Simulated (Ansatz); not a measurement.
## Run report: AlClF2, molecular dynamics (part 1 of 2)

The run: molecular dynamics of AlClF2. Method and program: RKS PBE0-D4/def2-SVP (Ansatz 0.2.0).

It belongs to a series of runs on one base structure; here: dynamics from the start.

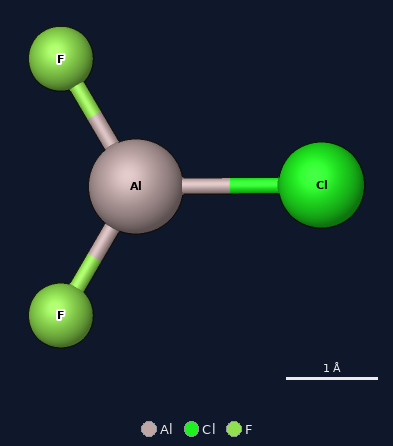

**Figure 1.** The structure as given in the input (ball-and-stick view, seen on its broad side). Sticks mark near contacts. Bond lengths as drawn: Al–Cl 2.07 Å and Al–F 1.65 Å.

Input
```yaml
crystal:
  periodic: [false, false, false]
  atoms:
    - { symbol: Al, position_ang: [0.0, 0.0, 0.036469] }
    - { symbol: Cl, position_ang: [0.0, 0.0, 2.102586] }
    - { symbol: F, position_ang: [1.418482, 0.0, -0.799528] }
    - { symbol: F, position_ang: [-1.418482, 0.0, -0.799528] }
basis:
  gaussian: { orbitals: def2-SVP }
hamiltonian:
  xc: pbe0
  dispersion: d4
md:
  timestep: 2.0
  n_steps: 100
  ensemble: nvt_langevin
  temperature: 500.0
  initial_velocities: maxwell_boltzmann
  seed: 607149
  friction: 0.001
```

Command:
```bash
ansatz run input.yaml --threads 1 --pin off --max-ram 2048MiB --backend cpu --events-out ev --progress --plain --runs-dir out
```

Output
```
Engine: ansatz 0.2.0, aarch64-unknown-linux-gnu
Functional definition: PBE0
  parameter a = 0.25
  parameter kappa = 0.804
  parameter beta = 0.06672455060314922
  exchange = (1 - a)*pbe_x(kappa = kappa, mu = beta*pi^2/3) + a*exact_x
  correlation = pbe_c(beta = beta)
610 factors; integrals over basis functions are off by at most 3.6e-4 eV
mean field evaluation 1: about -24532.8193 eV, gradient 4.7e1 eV
mean field evaluation 2: about -24527.6209 eV, gradient 7.6e1 eV
mean field evaluation 4: about -24536.3468 eV, gradient 1.2e0 eV
mean field evaluation 8: about -24536.3627 eV, gradient 4.9e-3 eV
mean field -24536.36270165 eV, -901.6946979416 hartree, gradient 5.3e-5 eV, S^2 0.000000; 0 other end points of the search recorded, 0 dependent functions left out
the calculation of the forces begins
reference -24536.36272837 eV, -901.6946989237 hartree; 24, 24 occupied and 40, 40 virtual orbitals, 610 factors
md step     0: t =     0.00 fs  T =   375.0 K  F+E_penalty+E_count = -24536.42879337 eV  E_kin = 0.193890 eV  (24 SCF iters)
these checks for a lower state are left out or cut short: starts, cluster_reference, orbital_swaps, neighbouring_geometries, increment
610 factors; integrals over basis functions are off by at most 3.6e-4 eV
mean field evaluation 16: about -24536.3605 eV, gradient 1.0e-1 eV
mean field -24536.36052702 eV, -901.6946180255 hartree, gradient 9.5e-6 eV, S^2 0.000000; 0 other end points of the search recorded, 0 dependent functions left out
the calculation of the forces begins
reference -24536.36055374 eV, -901.6946190073 hartree; 24, 24 occupied and 40, 40 virtual orbitals, 610 factors
md step     1: t =     2.00 fs  T =   382.4 K  F+E_penalty+E_count = -24536.42658057 eV  E_kin = 0.197706 eV  (28 SCF iters)
[... from here on the SCF iterations and repeated set-up lines of each step are left out, up to the last step ...]
md step     2: t =     4.00 fs  T =   359.5 K  F+E_penalty+E_count = -24536.42049658 eV  E_kin = 0.185876 eV  (28 SCF iters)
md step     3: t =     6.00 fs  T =   324.6 K  F+E_penalty+E_count = -24536.41192879 eV  E_kin = 0.167828 eV  (28 SCF iters)
md step     4: t =     8.00 fs  T =   286.5 K  F+E_penalty+E_count = -24536.40312224 eV  E_kin = 0.148114 eV  (28 SCF iters)
md step     5: t =    10.00 fs  T =   276.2 K  F+E_penalty+E_count = -24536.39580731 eV  E_kin = 0.142831 eV  (28 SCF iters)
md step     6: t =    12.00 fs  T =   259.9 K  F+E_penalty+E_count = -24536.39039711 eV  E_kin = 0.134400 eV  (29 SCF iters)
md step     7: t =    14.00 fs  T =   255.3 K  F+E_penalty+E_count = -24536.38670444 eV  E_kin = 0.132020 eV  (29 SCF iters)
md step     8: t =    16.00 fs  T =   275.4 K  F+E_penalty+E_count = -24536.38306944 eV  E_kin = 0.142370 eV  (29 SCF iters)
md step     9: t =    18.00 fs  T =   244.1 K  F+E_penalty+E_count = -24536.37731749 eV  E_kin = 0.126186 eV  (28 SCF iters)
md step    10: t =    20.00 fs  T =   233.5 K  F+E_penalty+E_count = -24536.36844914 eV  E_kin = 0.120713 eV  (29 SCF iters)
md step    11: t =    22.00 fs  T =   221.7 K  F+E_penalty+E_count = -24536.35771440 eV  E_kin = 0.114614 eV  (29 SCF iters)
md step    12: t =    24.00 fs  T =   215.9 K  F+E_penalty+E_count = -24536.34903966 eV  E_kin = 0.111647 eV  (23 SCF iters)
md step    13: t =    26.00 fs  T =   198.1 K  F+E_penalty+E_count = -24536.34367161 eV  E_kin = 0.102413 eV  (23 SCF iters)
md step    14: t =    28.00 fs  T =   194.5 K  F+E_penalty+E_count = -24536.34306042 eV  E_kin = 0.100567 eV  (22 SCF iters)
md step    15: t =    30.00 fs  T =   196.9 K  F+E_penalty+E_count = -24536.34792686 eV  E_kin = 0.101780 eV  (23 SCF iters)
md step    16: t =    32.00 fs  T =   217.3 K  F+E_penalty+E_count = -24536.35496772 eV  E_kin = 0.112375 eV  (23 SCF iters)
md step    17: t =    34.00 fs  T =   240.1 K  F+E_penalty+E_count = -24536.36130620 eV  E_kin = 0.124138 eV  (24 SCF iters)
md step    18: t =    36.00 fs  T =   253.7 K  F+E_penalty+E_count = -24536.36475454 eV  E_kin = 0.131173 eV  (29 SCF iters)
md step    19: t =    38.00 fs  T =   248.5 K  F+E_penalty+E_count = -24536.36550414 eV  E_kin = 0.128506 eV  (29 SCF iters)
md step    20: t =    40.00 fs  T =   260.7 K  F+E_penalty+E_count = -24536.36565432 eV  E_kin = 0.134776 eV  (23 SCF iters)
md step    21: t =    42.00 fs  T =   272.6 K  F+E_penalty+E_count = -24536.36684925 eV  E_kin = 0.140922 eV  (23 SCF iters)
md step    22: t =    44.00 fs  T =   296.2 K  F+E_penalty+E_count = -24536.37111164 eV  E_kin = 0.153163 eV  (23 SCF iters)
md step    23: t =    46.00 fs  T =   300.2 K  F+E_penalty+E_count = -24536.37796177 eV  E_kin = 0.155198 eV  (29 SCF iters)
md step    24: t =    48.00 fs  T =   303.5 K  F+E_penalty+E_count = -24536.38631420 eV  E_kin = 0.156923 eV  (29 SCF iters)
md step    25: t =    50.00 fs  T =   332.7 K  F+E_penalty+E_count = -24536.39463315 eV  E_kin = 0.172018 eV  (29 SCF iters)
md step    26: t =    52.00 fs  T =   347.2 K  F+E_penalty+E_count = -24536.40021292 eV  E_kin = 0.179505 eV  (28 SCF iters)
md step    27: t =    54.00 fs  T =   351.3 K  F+E_penalty+E_count = -24536.40285004 eV  E_kin = 0.181637 eV  (28 SCF iters)
md step    28: t =    56.00 fs  T =   376.3 K  F+E_penalty+E_count = -24536.40510670 eV  E_kin = 0.194548 eV  (28 SCF iters)
md step    29: t =    58.00 fs  T =   367.9 K  F+E_penalty+E_count = -24536.40840738 eV  E_kin = 0.190244 eV  (28 SCF iters)
md step    30: t =    60.00 fs  T =   361.6 K  F+E_penalty+E_count = -24536.41295288 eV  E_kin = 0.186981 eV  (28 SCF iters)
md step    31: t =    62.00 fs  T =   355.6 K  F+E_penalty+E_count = -24536.41779398 eV  E_kin = 0.183846 eV  (29 SCF iters)
md step    32: t =    64.00 fs  T =   349.5 K  F+E_penalty+E_count = -24536.42176050 eV  E_kin = 0.180719 eV  (29 SCF iters)
md step    33: t =    66.00 fs  T =   336.9 K  F+E_penalty+E_count = -24536.42340544 eV  E_kin = 0.174179 eV  (28 SCF iters)
md step    34: t =    68.00 fs  T =   323.7 K  F+E_penalty+E_count = -24536.42204946 eV  E_kin = 0.167355 eV  (29 SCF iters)
md step    35: t =    70.00 fs  T =   317.6 K  F+E_penalty+E_count = -24536.41873458 eV  E_kin = 0.164198 eV  (24 SCF iters)
md step    36: t =    72.00 fs  T =   325.4 K  F+E_penalty+E_count = -24536.41433064 eV  E_kin = 0.168230 eV  (29 SCF iters)
md step    37: t =    74.00 fs  T =   325.0 K  F+E_penalty+E_count = -24536.40944243 eV  E_kin = 0.168054 eV  (29 SCF iters)
md step    38: t =    76.00 fs  T =   307.2 K  F+E_penalty+E_count = -24536.40495593 eV  E_kin = 0.158826 eV  (23 SCF iters)
md step    39: t =    78.00 fs  T =   302.2 K  F+E_penalty+E_count = -24536.40137720 eV  E_kin = 0.156263 eV  (23 SCF iters)
md step    40: t =    80.00 fs  T =   277.5 K  F+E_penalty+E_count = -24536.39900682 eV  E_kin = 0.143496 eV  (23 SCF iters)
md step    41: t =    82.00 fs  T =   288.6 K  F+E_penalty+E_count = -24536.39822307 eV  E_kin = 0.149242 eV  (23 SCF iters)
md step    42: t =    84.00 fs  T =   264.5 K  F+E_penalty+E_count = -24536.39858656 eV  E_kin = 0.136761 eV  (23 SCF iters)
md step    43: t =    86.00 fs  T =   260.4 K  F+E_penalty+E_count = -24536.39825431 eV  E_kin = 0.134658 eV  (22 SCF iters)
md step    44: t =    88.00 fs  T =   254.4 K  F+E_penalty+E_count = -24536.39619292 eV  E_kin = 0.131551 eV  (22 SCF iters)
md step    45: t =    90.00 fs  T =   260.6 K  F+E_penalty+E_count = -24536.39323081 eV  E_kin = 0.134722 eV  (23 SCF iters)
md step    46: t =    92.00 fs  T =   248.9 K  F+E_penalty+E_count = -24536.39144694 eV  E_kin = 0.128710 eV  (23 SCF iters)
md step    47: t =    94.00 fs  T =   242.3 K  F+E_penalty+E_count = -24536.39219322 eV  E_kin = 0.125259 eV  (23 SCF iters)
md step    48: t =    96.00 fs  T =   241.9 K  F+E_penalty+E_count = -24536.39502887 eV  E_kin = 0.125087 eV  (23 SCF iters)
md step    49: t =    98.00 fs  T =   243.2 K  F+E_penalty+E_count = -24536.39872489 eV  E_kin = 0.125757 eV  (23 SCF iters)
md step    50: t =   100.00 fs  T =   265.2 K  F+E_penalty+E_count = -24536.40206208 eV  E_kin = 0.137098 eV  (23 SCF iters)
md step    51: t =   102.00 fs  T =   268.5 K  F+E_penalty+E_count = -24536.40380012 eV  E_kin = 0.138813 eV  (23 SCF iters)
md step    52: t =   104.00 fs  T =   263.3 K  F+E_penalty+E_count = -24536.40384590 eV  E_kin = 0.136135 eV  (23 SCF iters)
md step    53: t =   106.00 fs  T =   274.6 K  F+E_penalty+E_count = -24536.40313052 eV  E_kin = 0.141972 eV  (23 SCF iters)
md step    54: t =   108.00 fs  T =   291.1 K  F+E_penalty+E_count = -24536.40238128 eV  E_kin = 0.150532 eV  (23 SCF iters)
md step    55: t =   110.00 fs  T =   279.9 K  F+E_penalty+E_count = -24536.40291331 eV  E_kin = 0.144737 eV  (23 SCF iters)
md step    56: t =   112.00 fs  T =   308.8 K  F+E_penalty+E_count = -24536.40501029 eV  E_kin = 0.159662 eV  (24 SCF iters)
md step    57: t =   114.00 fs  T =   303.0 K  F+E_penalty+E_count = -24536.40767562 eV  E_kin = 0.156682 eV  (29 SCF iters)
md step    58: t =   116.00 fs  T =   309.6 K  F+E_penalty+E_count = -24536.40998831 eV  E_kin = 0.160101 eV  (29 SCF iters)
md step    59: t =   118.00 fs  T =   282.8 K  F+E_penalty+E_count = -24536.41151851 eV  E_kin = 0.146200 eV  (29 SCF iters)
md step    60: t =   120.00 fs  T =   268.2 K  F+E_penalty+E_count = -24536.41284276 eV  E_kin = 0.138654 eV  (29 SCF iters)
md step    61: t =   122.00 fs  T =   268.9 K  F+E_penalty+E_count = -24536.41483795 eV  E_kin = 0.139036 eV  (29 SCF iters)
md step    62: t =   124.00 fs  T =   268.4 K  F+E_penalty+E_count = -24536.41698450 eV  E_kin = 0.138768 eV  (29 SCF iters)
md step    63: t =   126.00 fs  T =   266.0 K  F+E_penalty+E_count = -24536.41872938 eV  E_kin = 0.137558 eV  (29 SCF iters)
md step    64: t =   128.00 fs  T =   266.9 K  F+E_penalty+E_count = -24536.42018295 eV  E_kin = 0.138023 eV  (29 SCF iters)
md step    65: t =   130.00 fs  T =   276.9 K  F+E_penalty+E_count = -24536.42018861 eV  E_kin = 0.143168 eV  (29 SCF iters)
md step    66: t =   132.00 fs  T =   303.9 K  F+E_penalty+E_count = -24536.41781592 eV  E_kin = 0.157132 eV  (29 SCF iters)
md step    67: t =   134.00 fs  T =   278.9 K  F+E_penalty+E_count = -24536.41277420 eV  E_kin = 0.144208 eV  (29 SCF iters)
md step    68: t =   136.00 fs  T =   267.9 K  F+E_penalty+E_count = -24536.40670562 eV  E_kin = 0.138529 eV  (29 SCF iters)
md step    69: t =   138.00 fs  T =   254.5 K  F+E_penalty+E_count = -24536.40091575 eV  E_kin = 0.131586 eV  (22 SCF iters)
md step    70: t =   140.00 fs  T =   248.6 K  F+E_penalty+E_count = -24536.39616614 eV  E_kin = 0.128558 eV  (23 SCF iters)
md step    71: t =   142.00 fs  T =   252.2 K  F+E_penalty+E_count = -24536.39323777 eV  E_kin = 0.130395 eV  (23 SCF iters)
md step    72: t =   144.00 fs  T =   252.5 K  F+E_penalty+E_count = -24536.39276347 eV  E_kin = 0.130577 eV  (23 SCF iters)
md step    73: t =   146.00 fs  T =   242.1 K  F+E_penalty+E_count = -24536.39458885 eV  E_kin = 0.125186 eV  (23 SCF iters)
md step    74: t =   148.00 fs  T =   258.1 K  F+E_penalty+E_count = -24536.39766113 eV  E_kin = 0.133426 eV  (24 SCF iters)
md step    75: t =   150.00 fs  T =   238.6 K  F+E_penalty+E_count = -24536.39979269 eV  E_kin = 0.123350 eV  (29 SCF iters)
md step    76: t =   152.00 fs  T =   252.8 K  F+E_penalty+E_count = -24536.39881954 eV  E_kin = 0.130702 eV  (29 SCF iters)
md step    77: t =   154.00 fs  T =   243.6 K  F+E_penalty+E_count = -24536.39405441 eV  E_kin = 0.125963 eV  (29 SCF iters)
md step    78: t =   156.00 fs  T =   246.8 K  F+E_penalty+E_count = -24536.38768711 eV  E_kin = 0.127582 eV  (29 SCF iters)
md step    79: t =   158.00 fs  T =   234.2 K  F+E_penalty+E_count = -24536.38463400 eV  E_kin = 0.121102 eV  (23 SCF iters)
md step    80: t =   160.00 fs  T =   241.1 K  F+E_penalty+E_count = -24536.38773026 eV  E_kin = 0.124663 eV  (23 SCF iters)
md step    81: t =   162.00 fs  T =   246.0 K  F+E_penalty+E_count = -24536.39553208 eV  E_kin = 0.127196 eV  (23 SCF iters)
md step    82: t =   164.00 fs  T =   268.5 K  F+E_penalty+E_count = -24536.40676209 eV  E_kin = 0.138807 eV  (29 SCF iters)
md step    83: t =   166.00 fs  T =   274.2 K  F+E_penalty+E_count = -24536.41647086 eV  E_kin = 0.141779 eV  (29 SCF iters)
md step    84: t =   168.00 fs  T =   285.0 K  F+E_penalty+E_count = -24536.42032123 eV  E_kin = 0.147337 eV  (29 SCF iters)
md step    85: t =   170.00 fs  T =   273.1 K  F+E_penalty+E_count = -24536.41761556 eV  E_kin = 0.141182 eV  (29 SCF iters)
md step    86: t =   172.00 fs  T =   278.2 K  F+E_penalty+E_count = -24536.41054797 eV  E_kin = 0.143865 eV  (29 SCF iters)
md step    87: t =   174.00 fs  T =   273.9 K  F+E_penalty+E_count = -24536.40229897 eV  E_kin = 0.141617 eV  (29 SCF iters)
md step    88: t =   176.00 fs  T =   266.0 K  F+E_penalty+E_count = -24536.39628455 eV  E_kin = 0.137527 eV  (29 SCF iters)
md step    89: t =   178.00 fs  T =   257.5 K  F+E_penalty+E_count = -24536.39467017 eV  E_kin = 0.133130 eV  (23 SCF iters)
md step    90: t =   180.00 fs  T =   272.7 K  F+E_penalty+E_count = -24536.39743968 eV  E_kin = 0.140998 eV  (28 SCF iters)
md step    91: t =   182.00 fs  T =   319.8 K  F+E_penalty+E_count = -24536.40346376 eV  E_kin = 0.165347 eV  (29 SCF iters)
md step    92: t =   184.00 fs  T =   328.4 K  F+E_penalty+E_count = -24536.41044096 eV  E_kin = 0.169780 eV  (24 SCF iters)
md step    93: t =   186.00 fs  T =   334.4 K  F+E_penalty+E_count = -24536.41508955 eV  E_kin = 0.172880 eV  (29 SCF iters)
md step    94: t =   188.00 fs  T =   346.4 K  F+E_penalty+E_count = -24536.41418439 eV  E_kin = 0.179126 eV  (29 SCF iters)
md step    95: t =   190.00 fs  T =   345.7 K  F+E_penalty+E_count = -24536.40670259 eV  E_kin = 0.178720 eV  (29 SCF iters)
md step    96: t =   192.00 fs  T =   322.4 K  F+E_penalty+E_count = -24536.39425665 eV  E_kin = 0.166709 eV  (29 SCF iters)
md step    97: t =   194.00 fs  T =   293.4 K  F+E_penalty+E_count = -24536.38181349 eV  E_kin = 0.151713 eV  (29 SCF iters)
md step    98: t =   196.00 fs  T =   275.3 K  F+E_penalty+E_count = -24536.37480754 eV  E_kin = 0.142358 eV  (28 SCF iters)
md step    99: t =   198.00 fs  T =   281.3 K  F+E_penalty+E_count = -24536.37311396 eV  E_kin = 0.145444 eV  (29 SCF iters)
these checks for a lower state are left out or cut short: starts, cluster_reference, orbital_swaps, neighbouring_geometries, increment
610 factors; integrals over basis functions are off by at most 3.8e-4 eV
mean field -24536.30791380 eV, -901.6926845252 hartree, gradient 9.2e-6 eV, S^2 0.000000; 0 other end points of the search recorded, 0 dependent functions left out
the calculation of the forces begins
reference -24536.30794051 eV, -901.6926855069 hartree; 24, 24 occupied and 40, 40 virtual orbitals, 610 factors
610 factors; integrals over basis functions are off by at most 3.8e-4 eV
mean field -24536.30791380 eV, -901.6926845252 hartree, gradient 9.2e-6 eV, S^2 0.000000; 1 other end points of the search recorded, 0 dependent functions left out
the calculation of the forces begins
reference -24536.30794051 eV, -901.6926855069 hartree; 24, 24 occupied and 40, 40 virtual orbitals, 610 factors
md step   100: t =   200.00 fs  T =   292.2 K  F+E_penalty+E_count = -24536.37390807 eV  E_kin = 0.151089 eV  (24 SCF iters)
```

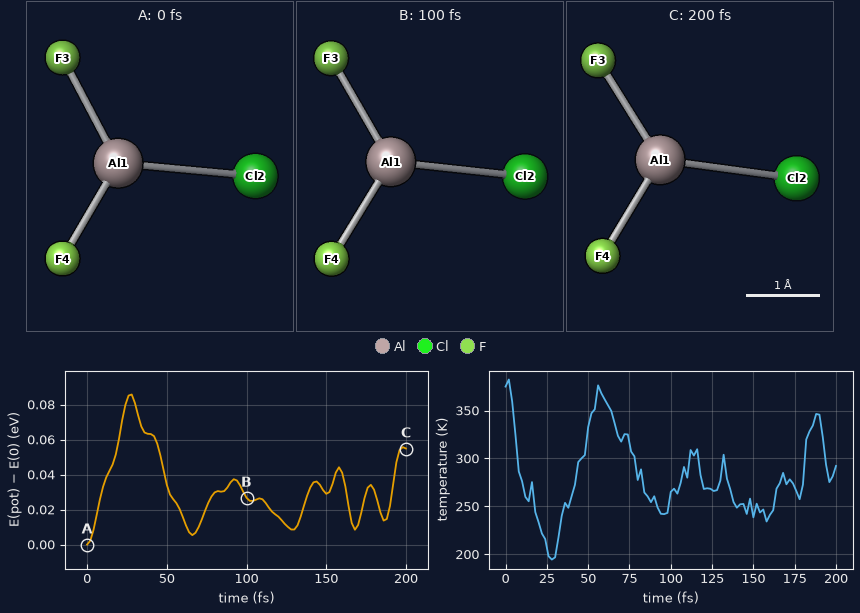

**Figure 2.** Frames of the molecular dynamics (ball-and-stick, seen at a tilt) above the curves, on which the letters mark them. The trajectory kept here has 101 frames over 200 fs. The temperature starts at 375 K, ranges from 195 to 382 K and averages 277 K over the second half. The potential energy ends 0.055 eV above its first value. After an unweighted best fit of the last frame on the first, the root-mean-square displacement is 0.06 Å.

```
Total energy: -24536.37393478 eV, -901.6951107516 hartree
Atom 0 at    -0.065808    -0.291261     0.103229 Å, force    -0.388426     0.363218     1.226064 eV/Å
Atom 1 at     0.758333     0.413445     1.892011 Å, force    -0.058090    -0.106818    -0.494489 eV/Å
Atom 2 at     0.709401    -1.206093    -0.980962 Å, force     0.747058    -0.461743    -0.675617 eV/Å
Atom 3 at    -1.677126    -0.116630    -0.138854 Å, force    -0.300542     0.205343    -0.055958 eV/Å
Dipole moment:     0.121065     0.114498     0.008679 e Å
```

Trajectory as extended XYZ (Å, eV, eV/Å), 45 of the 101 frames kept, from step=0 to step=100
```
4
Properties=species:S:1:pos:R:3:forces:R:3 step=0 time_fs=0.0 energy=-24536.42879 temperature=375.0
Al    0.0000    0.0000    0.0365    0.0000   0.0000  -0.0074
Cl    0.0000    0.0000    2.1026    0.0000   0.0000   0.0010
F     1.4185    0.0000   -0.7995   -0.0026   0.0000   0.0032
F    -1.4185    0.0000   -0.7995    0.0026   0.0000   0.0032
4
Properties=species:S:1:pos:R:3:forces:R:3 step=2 time_fs=4.0 energy=-24536.42050 temperature=359.5
Al   -0.0125   -0.0274    0.0386    0.6588   0.1727  -0.0583
Cl    0.0135    0.0151    2.1079   -0.0194  -0.0519  -0.0795
F     1.4130   -0.0122   -0.8140   -0.3873  -0.0666   0.2459
F    -1.4205    0.0254   -0.7973   -0.2521  -0.0542  -0.1081
4
Properties=species:S:1:pos:R:3:forces:R:3 step=5 time_fs=10.0 energy=-24536.39581 temperature=276.2
Al   -0.0245   -0.0617    0.0393    1.0778   0.3959  -0.0191
Cl    0.0333    0.0379    2.1165   -0.0446  -0.1260  -0.2737
F     1.4029   -0.0312   -0.8320   -0.6632  -0.1559   0.4310
F    -1.4264    0.0609   -0.7931   -0.3700  -0.1140  -0.1382
4
Properties=species:S:1:pos:R:3:forces:R:3 step=7 time_fs=14.0 energy=-24536.38670 temperature=255.3
Al   -0.0248   -0.0813    0.0387    0.7815   0.5404   0.0343
Cl    0.0466    0.0526    2.1198   -0.0549  -0.1715  -0.3801
F     1.3925   -0.0466   -0.8395   -0.5320  -0.1998   0.3641
F    -1.4316    0.0824   -0.7910   -0.1947  -0.1690  -0.0182
```
